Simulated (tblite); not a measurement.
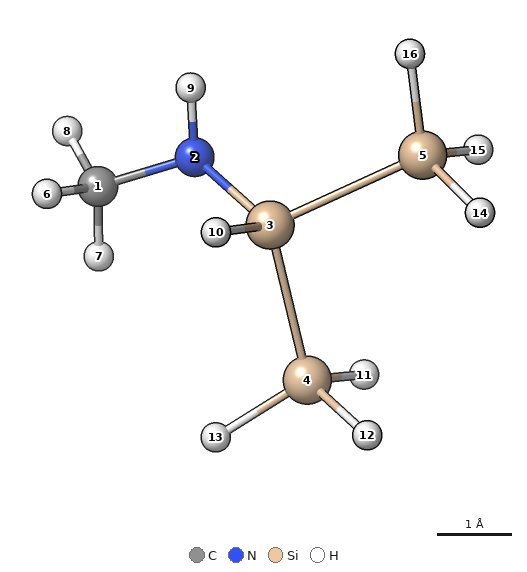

CH₁₁NSi₃, before the relaxation. A ball-and-stick model, seen at a tilt.

All numbers below come from GFN2-xTB geometry optimisation, gas phase in tblite 0.8.0.

```xyz
16

C    -0.9464    2.2767   -0.5018
N     0.1862    1.3960   -0.3605
Si    0.1754   -0.0970    0.5171
Si   -1.3790   -1.6382   -0.2606
Si    2.1754   -1.2570    0.4138
H    -1.2914    2.6726    0.4634
H    -1.7961    1.7775   -0.9899
H    -0.6719    3.1343   -1.1289
H     0.9849    1.9458   -0.0221
H    -0.1266    0.2820    1.9269
H    -1.0711   -2.0625   -1.6482
H    -1.3731   -2.8561    0.6189
H    -2.7525   -1.0595   -0.2161
H     2.1295   -2.4625    1.2719
H     2.4694   -1.6662   -0.9874
H     3.2797   -0.3769    0.8921
```

### Where does the relaxation end?

After 146 geometry steps the energy has fallen by 26.9 kJ/mol. The atom that moves furthest after the best rigid fit is H11 (0.98 Å). Largest moves by element: H 0.98 Å, Si 0.26 Å, C 0.19 Å, N 0.17 Å. Among the contacts that change: Si4–H12 1.502 → 1.467 Å, Si4–H13 1.491 → 1.469 Å, N2–H9 1.027 → 1.009 Å, Si4–H11 1.483 → 1.467 Å. Among the angles between lasting bonds that change: Si4–Si3–Si5 103.3° → 118.3°, Si3–N2–H9 107.4° → 118.1°, N2–Si3–Si5 113.8° → 104.8°. Groups turn about Si3–Si4 by about 25°.

Step by step:

| step | E − E(0), kJ/mol |
| --- | --- |
| 0 | 0.00 |
| 1 | -3.80 |
| 2 | -7.24 |
| 3 | -9.22 |
| 4 | -11.13 |
| 5 | -13.10 |
| 6 | -14.83 |
| 7 | -16.42 |
| 8 | -17.61 |
| 9 | -18.41 |
| 10 | -18.99 |
| 17 | -21.10 |
| 24 | -22.63 |
| 31 | -24.72 |
| 39 | -25.73 |
| 46 | -25.93 |
| 53 | -26.11 |
| 60 | -26.16 |
| 67 | -26.23 |
| 74 | -26.27 |
| 82 | -26.36 |
| 89 | -26.48 |
| 96 | -26.52 |
| 103 | -26.58 |
| 110 | -26.65 |
| 117 | -26.74 |
| 125 | -26.79 |
| 132 | -26.82 |
| 139 | -26.86 |
| 146 | -26.90 |

Final geometry:

```xyz
16

C    -0.8830    2.1060   -0.5511
N     0.2465    1.2401   -0.3199
Si    0.1509   -0.2161    0.6101
Si   -1.5761   -1.4707   -0.2984
Si    2.2889   -1.0931    0.5544
H    -1.0597    2.7979    0.2812
H    -1.7752    1.4950   -0.6781
H    -0.7322    2.6932   -1.4597
H     1.1051    1.7693   -0.2871
H    -0.2059    0.0861    2.0286
H    -1.7180   -1.3278   -1.7511
H    -1.3642   -2.8999   -0.0472
H    -2.9054   -1.1615    0.2460
H     2.3273   -2.3313    1.3356
H     2.7531   -1.4417   -0.7910
H     3.3402   -0.2365    1.1164
```

The end point in the same view:

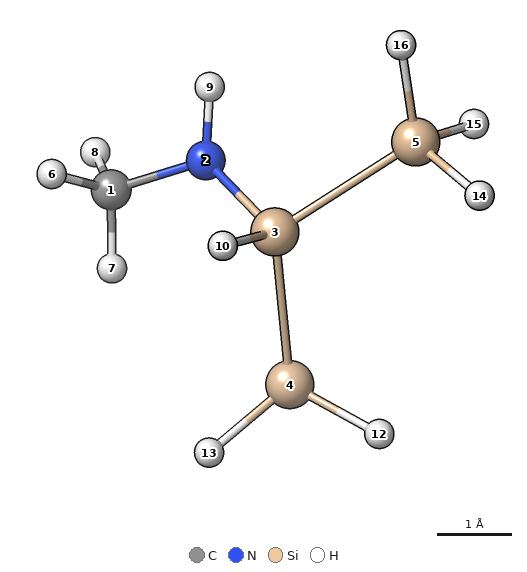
